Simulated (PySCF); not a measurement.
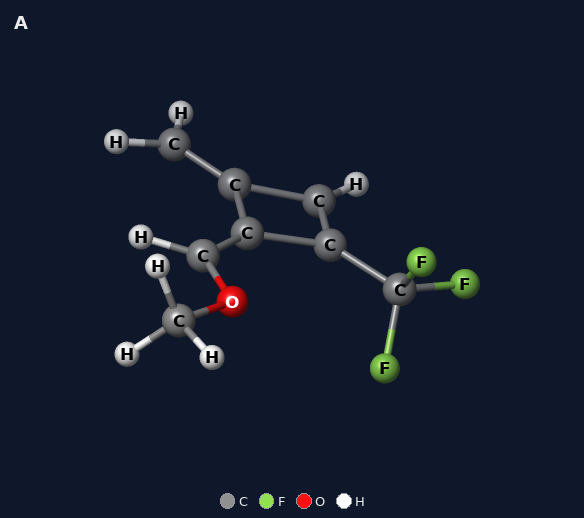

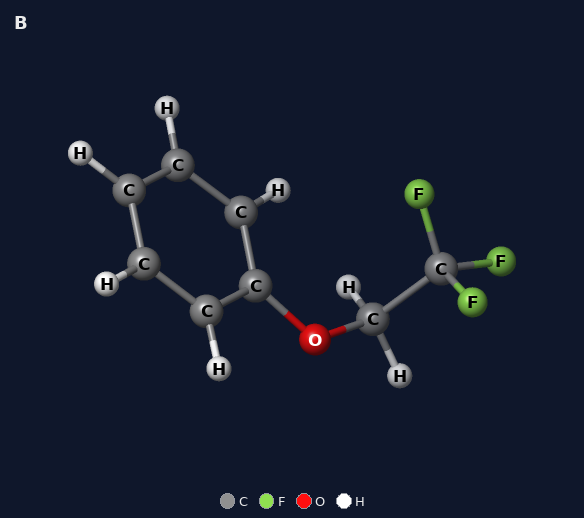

2 stationary structures of one formula. Geometries: GFN2-xTB. Electronic energies: PBE0/pcSseg-1 (PySCF 2.14.0), without zero-point energy. No frequency run is at hand to confirm each as a minimum. Each is one conformer, not always the lowest.

### How are they related?

They are constitutional isomers of C8H7F3O: A `C=C1C=C(C(F)(F)F)/C1=C\OC`, B `FC(F)(F)COc1ccccc1`.

### Rank them by energy, lowest first.

B is lowest; A lies 2.830 eV above it.
